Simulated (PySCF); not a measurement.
# C2H4F4OSi: a tour of settings, part 2 of 2

PySCF 2.14.0. Atoms count from 0. The steps go on from the part before.

### Step 5. Nuclear shieldings: mPW1PW91/Sadlej pVTZ

What the job is given:

```
{"job": {"kind": "nmr", "xc": "mPW1PW91", "basis": "Sadlej pVTZ", "pop": false}, "charge": 0, "multiplicity": 1}
C     -1.947358     0.346816    -0.167367
O     -1.020155    -0.719176    -0.131628
Si     0.528137    -0.944601    -0.406540
F      0.949472    -0.655268    -1.925868
C      1.612380     0.345479     0.577157
F      1.137552     1.607299     0.457368
F      2.903468     0.397192     0.208324
F      1.619378     0.088901     1.903229
H     -2.134938     0.640798    -1.200336
H     -1.571382     1.204895     0.389637
H     -2.869750    -0.012449     0.287802
H      0.794394    -2.300573    -0.017805
```

With the program's defaults for keys left out, this is: GIAO mPW1PW91/Sadlej pVTZ NMR shielding, non-relativistic, gas phase.

Standard output:

```text
coarse grid: 11712 points
cycle   1  E = -842.6032408188  dE =  1.163e+00  |g| = 1.139e+00  |ddm| = 9.586e+00
cycle   2  E = -842.2170273524  dE =  3.862e-01  |g| = 1.892e+00  |ddm| = 4.719e+00
cycle   3  E = -842.8339127102  dE = -6.169e-01  |g| = 7.833e-02  |ddm| = 2.877e+00
cycle   4  E = -842.8341504496  dE = -2.377e-04  |g| = 7.322e-02  |ddm| = 2.139e-01
cycle   5  E = -842.8351048914  dE = -9.544e-04  |g| = 1.028e-02  |ddm| = 8.469e-02
cycle   6  E = -842.8351226416  dE = -1.775e-05  |g| = 3.161e-03  |ddm| = 1.721e-02
cycle   7  E = -842.8351242609  dE = -1.619e-06  |g| = 7.309e-04  |ddm| = 5.161e-03
final grid: 113456 points
cycle   8  E = -842.8469668587  dE = -3.101e-05  |g| = 6.155e-03  |ddm| = 1.639e-01
cycle   9  E = -842.8469594788  dE =  7.380e-06  |g| = 8.874e-03  |ddm| = 3.301e-02
cycle  10  E = -842.8469738197  dE = -1.434e-05  |g| = 8.457e-04  |ddm| = 1.346e-02
cycle  11  E = -842.8469739678  dE = -1.481e-07  |g| = 1.986e-04  |ddm| = 2.034e-03
cycle  12  E = -842.8469739758  dE = -7.987e-09  |g| = 6.253e-05  |ddm| = 4.436e-04
cycle  13  E = -842.8469739763  dE = -5.803e-10  |g| = 1.999e-05  |ddm| = 1.285e-04
converged SCF energy = -842.8469739763

GIAO shielding tensors (ppm)
atom      isotropic    diamagn.    paramagn.     s11        s22        s33       span
  0 C      143.449     140.784       2.664    112.276    113.078    204.993     92.717
  1 O      308.579     314.467      -5.888    259.207    314.199    352.331     93.124
  2 Si     407.501     899.956    -492.456    376.021    411.925    434.557     58.536
  3 F      356.162     431.207     -75.045    305.168    365.924    397.393     92.225
  4 C       56.860     255.085    -198.225     54.371     56.496     59.712      5.342
  5 F      253.955     460.235    -206.280    158.337    262.052    341.477    183.140
  6 F      256.531     455.196    -198.665    161.967    266.163    341.463    179.497
  7 F      258.860     457.784    -198.924    156.049    276.915    343.618    187.569
  8 H       27.800      21.665       6.135     23.896     25.525     33.979     10.083
  9 H       27.619      20.603       7.016     22.855     27.129     32.874     10.019
 10 H       27.810      22.726       5.084     23.906     25.516     34.008     10.102
 11 H       27.120      29.316      -2.196     23.613     24.498     33.251      9.637
```

Wall time 30 s (1 thread of AMD EPYC 7R13, shared host); peak memory 0.95 GiB.

In short: δ C4 140.0, C0 53.4, O1 28.3, Si2 -55.5, H11 5.01, H8 4.38 ppm (means over like atoms).

### Step 6. Indirect couplings: OLYP/STO-3G

Same as in step 5 but for these lines:

```diff
@@ -1,2 +1,2 @@
-{"job": {"kind": "nmr", "xc": "mPW1PW91", "basis": "Sadlej pVTZ", "pop": false}, "charge": 0, "multiplicity": 1}
+{"job": {"kind": "j", "xc": "OLYP", "basis": "STO-3G", "scf": {"aux": "cc-pvdz-ri", "max_cycle": 95}}, "charge": 0, "multiplicity": 1}
 C     -1.947358     0.346816    -0.167367
```

Level: OLYP/STO-3G indirect spin-spin coupling, non-relativistic, gas phase.

Standard output:

```text
final grid: 113456 points
cycle   1  E = -831.2892741794  dE =  1.213e+00  |g| = 9.398e-01  |ddm| = 4.394e+00
cycle   2  E = -830.4927898747  dE =  7.965e-01  |g| = 1.965e+00  |ddm| = 4.089e+00
cycle   3  E = -831.5912478553  dE = -1.098e+00  |g| = 1.401e-01  |ddm| = 2.998e+00
cycle   4  E = -831.5959818780  dE = -4.734e-03  |g| = 1.026e-01  |ddm| = 4.507e-01
cycle   5  E = -831.5992123695  dE = -3.230e-03  |g| = 2.520e-02  |ddm| = 1.738e-01
cycle   6  E = -831.5994694912  dE = -2.571e-04  |g| = 5.508e-03  |ddm| = 5.559e-02
cycle   7  E = -831.5994798452  dE = -1.035e-05  |g| = 1.508e-03  |ddm| = 1.136e-02
cycle   8  E = -831.5994807036  dE = -8.584e-07  |g| = 3.040e-04  |ddm| = 2.909e-03
cycle   9  E = -831.5994807342  dE = -3.058e-08  |g| = 1.111e-04  |ddm| = 6.284e-04
cycle  10  E = -831.5994807385  dE = -4.333e-09  |g| = 1.652e-05  |ddm| = 1.946e-04
cycle  11  E = -831.5994807386  dE = -1.075e-10  |g| = 4.571e-06  |ddm| = 3.848e-05
converged SCF energy = -831.5994807386

Indirect spin-spin couplings (Hz)
  i      j    bonds     total        FC       PSO       DSO        SD
  0 C    1 O    1     13.548    12.821     0.897    -0.170         -
  0 C    2 Si   2      2.404     2.140     0.253     0.050    -0.038
  0 C    3 F    3     -0.764    -0.864     0.281    -0.120    -0.062
  0 C    4 C    3     -0.483    -0.509     0.005     0.021         -
  0 C    5 F    4      0.395     0.344    -0.081     0.161    -0.029
  0 C    6 F    4     -0.219    -0.170     0.182    -0.238     0.008
  0 C    8 H    1    103.403   102.775    -0.287     0.915         -
  0 C    9 H    1    101.870   101.205    -0.294     0.959         -
  0 C   10 H    1    111.153   110.532    -0.253     0.875         -
  0 C   11 H    3      5.482     5.965     0.007    -0.490         -
  1 O    2 Si   1    -34.666   -29.554    -5.295     0.105     0.078
  1 O    3 F    2     -3.463     0.991    -1.014     0.074    -3.513
  1 O    4 C    2      0.480     0.559    -0.048    -0.031         -
  1 O    5 F    3     -0.015    -0.071     0.205    -0.068    -0.081
  1 O    6 F    3     -1.214     0.973    -1.010     0.169    -1.345
  1 O    7 F    3      0.644    -0.002     0.517    -0.018     0.148
  1 O    8 H    2     -1.029    -0.622    -0.406    -0.002         -
  1 O    9 H    2     -0.854    -0.478    -0.359    -0.017         -
  1 O   10 H    2     -8.961    -8.428    -0.530    -0.003         -
  1 O   11 H    2    -27.797   -27.895     0.041     0.056         -
  2 Si   3 F    1    413.702   337.804    79.793    -0.650    -3.245
  2 Si   4 C    1    -52.620   -52.309     0.675    -0.242    -0.744
  2 Si   5 F    2    -13.428    -7.903    -3.364    -0.145    -2.016
  2 Si   6 F    2    -11.521    -7.432    -1.929    -0.120    -2.040
  2 Si   7 F    2    -13.118    -8.611    -2.727    -0.153    -1.627
  2 Si   8 H    3      0.089    -0.260     0.269     0.105    -0.025
  2 Si   9 H    3     -0.146    -0.418     0.259     0.031    -0.018
  2 Si  10 H    3     -6.657    -6.900     0.008     0.326    -0.091
  2 Si  11 H    1   -213.688  -213.350     0.620    -0.660    -0.297
  3 F    4 C    2     10.054     7.655     1.140     0.291     0.967
  3 F    5 F    3     -7.043     1.769    -7.524     0.146    -1.434
  3 F    6 F    3     -0.132     1.903    -2.999     0.516     0.448
  3 F    7 F    3     18.479    -3.217    12.387    -1.198    10.507
  3 F    8 H    4      4.563     3.694     0.607     0.432    -0.169
  3 F    9 H    4      1.348     0.581     1.374    -0.559    -0.047
  3 F   10 H    4      1.310     1.465     1.009    -1.232     0.069
  3 F   11 H    2      9.719     9.913     2.119    -1.118    -1.195
  4 C    5 F    1   -258.493  -236.133   -25.544     1.879     1.304
  4 C    6 F    1   -263.955  -240.350   -26.531     1.867     1.059
  4 C    7 F    1   -257.770  -234.597   -26.383     1.856     1.355
  4 C    8 H    4      0.342     0.341     0.057    -0.056         -
  4 C    9 H    4      2.015     1.734    -0.009     0.290         -
  4 C   10 H    4      0.349     0.431     0.071    -0.153         -
  4 C   11 H    2     18.315    18.067     0.140     0.108         -
  5 F    6 F    2     70.363   -27.797    44.465     0.637    53.058
  5 F    7 F    2     79.687   -27.861    52.312     0.670    54.566
  5 F   10 H    5     -0.625    -0.039    -0.009    -0.577    -0.001
  5 F   11 H    3      3.547     3.676     1.407    -1.654     0.118
  6 F    7 F    2     72.340   -27.457    45.987     0.586    53.225
  6 F    9 H    5      0.510     0.404     0.841    -0.706    -0.030
  6 F   10 H    5     -0.239     0.213     0.673    -1.123    -0.001
  6 F   11 H    3      2.072     1.656     0.890    -0.262    -0.211
  7 F    8 H    5     -0.312    -0.016     0.652    -0.881    -0.067
  7 F    9 H    5      1.089     0.125     0.630     0.441    -0.107
  7 F   10 H    5     -0.198     0.051     0.266    -0.468    -0.047
  7 F   11 H    3      0.631     0.085     0.484     0.304    -0.242
  8 H    9 H    2     -9.759    -8.237     0.538    -2.059         -
  8 H   10 H    2    -10.650    -8.885     0.577    -2.342         -
  8 H   11 H    4     -2.198    -0.669     0.155    -1.684         -
  9 H   10 H    2    -10.702    -9.046     0.558    -2.215         -
  9 H   11 H    4     -2.328    -0.828     0.149    -1.650         -
 10 H   11 H    4     -2.290    -1.197     0.097    -1.190         -
```

It took 5.9 s on 1 thread of AMD EPYC 7R13, shared host; peak memory 0.35 GiB.

A normal end doesn't make this result sound: the fitting basis cc-pvdz-ri is not made for Coulomb and exchange fitting here; the basis STO-3G is minimal. Its HOMO lies at -2.09 eV, against -9.10 eV in step 2 (PBE0/pcSseg-1), a different level, so the two don't compare directly.

### Step 7. Comparing the runs: NMR shifts

Isotropic shieldings (ppm) of some atoms, chosen among heavy atoms and hydrogens apart, means over like atoms, with basis size and wall time:

```tsv
run	C4	C0	H11	H8	O1	Si2	F3	functions	time
PBE0/pcSseg-1	51.7	131.2	27.35	27.49	303.0	401.1	338.0	163	18 s
X3LYP/pcSseg-1 in acetone	44.2	125.4	27.43	27.43	296.6	395.0	339.6	163	16 s
mPW1PW91/Sadlej pVTZ	56.9	143.4	27.12	27.74	308.6	407.5	356.2	236	30 s
```

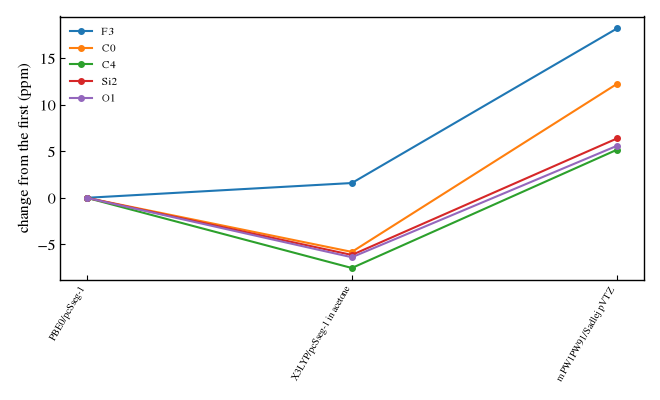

How five of the tabulated atoms move from run to run.

### Step 8. What came out

This closing draws on all 2 parts.

```
                                                                 quantity                                            value
                                   13C shifts against TMS (PBE0/pcSseg-1)                                  135.2, 55.7 ppm
   1H shifts against TMS (PBE0/pcSseg-1, means over atoms taken as alike)                                   4.36, 4.22 ppm
                                   17O shifts against H2O (PBE0/pcSseg-1)                                         33.1 ppm
                                  29Si shifts against TMS (PBE0/pcSseg-1)                                        -52.0 ppm
19F shifts against CFCl3 (PBE0/pcSseg-1, means over atoms taken as alike)                                -79.2, -167.0 ppm
                                          lowest singlet (PBE0/def2-SVPD)                      7.91 eV (157 nm), f = 0.005
                                 brightest single state of those computed                      state 4, 8.70 eV, f = 0.036
                                                           lowest triplet                                          7.46 eV
                                             range of the shielding of F3                               338.0 to 356.2 ppm
                                            property runs in this session  5, of which 0 failed and 1 gave unsound results
```

In words: Single values in the summary come from the first sound run of each kind (PBE0/pcSseg-1; PBE0/def2-SVPD), which need not be the best level. At PBE0/pcSseg-1: The widest tensor belongs to F5, F6, F7: span 190 ppm, with a paramagnetic part of -224 ppm. The lowest singlet, at 7.91 eV, is HOMO→LUMO 0.94 and is weak; of the 6 states computed, the strongest absorption comes from state 4 at 8.70 eV. The lowest triplet lies 0.45 eV below the lowest singlet (triplets in Tamm-Dancoff, singlets in full TDDFT). Across the 3 runs the shielding of F3 moves most, between 338.0 (PBE0/pcSseg-1) and 356.2 ppm (mPW1PW91/Sadlej pVTZ).
